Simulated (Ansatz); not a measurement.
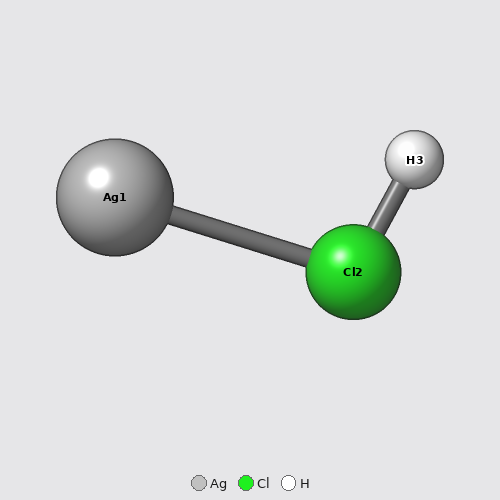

The system is AgClH, charge +1; the picture shows the reference structure. The turn is about an axis along (−0.48, 0.88, −0.00) in the frame of the relaxed pair, normal to the line between the partners. The first coordinate is: distance Cl2···Ag1; the second: turn of Ag1 about Cl2. The scan uses a 15 × 15 grid. Points are written as (first, second). Energies: kcal/mol, counted from the lowest grid point. Method: RKS B3LYP-D4/def2-TZVPD in Ansatz 0.2.0.

Its coordinates:

```tsv
atom	x (Å)	y (Å)	z (Å)
Ag	-1.1704	-0.6410	1.2408
Cl	0.7631	0.4179	-0.0059
H	0.4073	0.2231	-1.2348
```

Range: distance Cl2···Ag1 from 2.127 to 3.527 Å; turn of Ag1 about Cl2 from −60.0 to 60.0°.

> What landscape does the calculation give?

The lowest grid point is at (2.555 Å, 0.0°). No other kind of well shows on this grid. The highest grid point, (2.127 Å, −60.0°), lies 60.7 kcal/mol above the lowest. Round the minimum the two coordinates are nearly uncoupled.

| turn of Ag1 about Cl2 ↓, distance Cl2···Ag1 → | 2.127 | 2.162 | 2.219 | 2.289 | 2.370 | 2.459 | 2.555 | 2.658 | 2.767 | 2.882 | 3.001 | 3.126 | 3.256 | 3.389 | 3.527 |
| --- | --- | --- | --- | --- | --- | --- | --- | --- | --- | --- | --- | --- | --- | --- | --- |
| 60.0 | 25.2 | 22.3 | 18.6 | 15.3 | 12.9 | 11.4 | 10.7 | 10.6 | 10.9 | 11.5 | 12.3 | 13.3 | 14.2 | 15.1 | 15.9 |
| 51.4 | 23.2 | 20.3 | 16.6 | 13.4 | 11.0 | 9.5 | 8.9 | 8.9 | 9.4 | 10.1 | 11.0 | 12.1 | 13.2 | 14.2 | 15.2 |
| 42.9 | 21.0 | 18.1 | 14.4 | 11.1 | 8.8 | 7.4 | 6.9 | 7.0 | 7.6 | 8.4 | 9.5 | 10.8 | 12.0 | 13.2 | 14.3 |
| 34.3 | 18.7 | 15.8 | 12.0 | 8.8 | 6.5 | 5.3 | 4.8 | 5.1 | 5.8 | 6.8 | 8.0 | 9.4 | 10.8 | 12.1 | 13.4 |
| 25.7 | 16.6 | 13.6 | 9.9 | 6.7 | 4.5 | 3.3 | 2.9 | 3.3 | 4.1 | 5.3 | 6.7 | 8.2 | 9.7 | 11.2 | 12.6 |
| 17.1 | 14.9 | 12.0 | 8.3 | 5.1 | 2.8 | 1.7 | 1.4 | 1.8 | 2.8 | 4.0 | 5.6 | 7.2 | 8.9 | 10.5 | 12.0 |
| 8.6 | 14.0 | 11.0 | 7.2 | 4.0 | 1.8 | 0.6 | 0.4 | 0.9 | 1.9 | 3.2 | 4.8 | 6.6 | 8.4 | 10.0 | 11.6 |
| 0.0 | 14.0 | 10.9 | 7.0 | 3.7 | 1.4 | 0.2 | 0.0 | 0.5 | 1.5 | 2.9 | 4.6 | 6.4 | 8.2 | 9.9 | 11.5 |
| −8.6 | 14.9 | 11.8 | 7.8 | 4.4 | 2.0 | 0.7 | 0.4 | 0.9 | 1.8 | 3.2 | 4.8 | 6.6 | 8.5 | 10.2 | 11.8 |
| −17.1 | 17.1 | 13.8 | 9.7 | 6.1 | 3.5 | 2.0 | 1.6 | 2.0 | 2.9 | 4.1 | 5.7 | 7.4 | 9.2 | 10.9 | 12.5 |
| −25.7 | 20.4 | 17.1 | 12.7 | 8.9 | 6.0 | 4.4 | 3.7 | 3.9 | 4.6 | 5.7 | 7.1 | 8.8 | 10.4 | 12.0 | 13.5 |
| −34.3 | 25.2 | 21.6 | 16.9 | 12.8 | 9.6 | 7.6 | 6.7 | 6.6 | 7.0 | 7.9 | 9.2 | 10.6 | 12.1 | 13.5 | 14.9 |
| −42.9 | 31.7 | 27.8 | 22.7 | 18.0 | 14.4 | 11.9 | 10.5 | 10.1 | 10.2 | 10.8 | 11.7 | 12.9 | 14.2 | 15.4 | 16.6 |
| −51.4 | 42.0 | 37.3 | 31.1 | 25.4 | 20.8 | 17.5 | 15.4 | 14.3 | 14.0 | 14.1 | 14.7 | 15.6 | 16.6 | 17.6 | 18.6 |
| −60.0 | 60.7 | 54.2 | 45.4 | 37.2 | 30.4 | 25.3 | 21.8 | 19.6 | 18.5 | 18.1 | 18.1 | 18.6 | 19.2 | 20.0 | 20.8 |

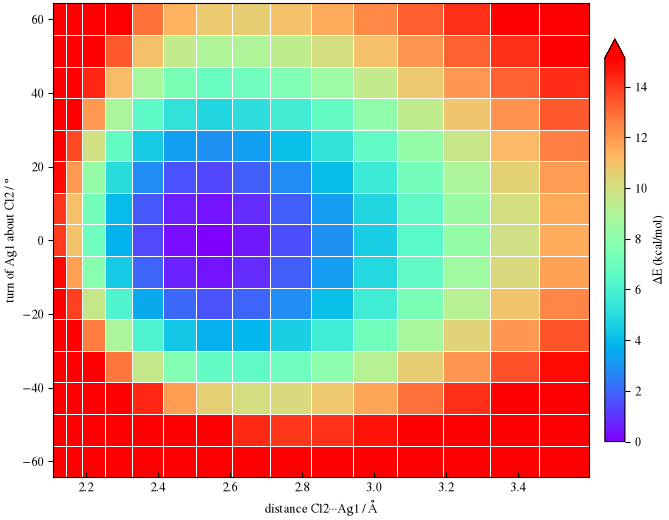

The picture shows one coloured cell a grid point, one colour for all values above the top of the scale.

Time for the 225 points that were run: 9.2 min on 1 thread of Intel(R) Xeon(R) Platinum 8488C (Sapphire Rapids) (shared host).
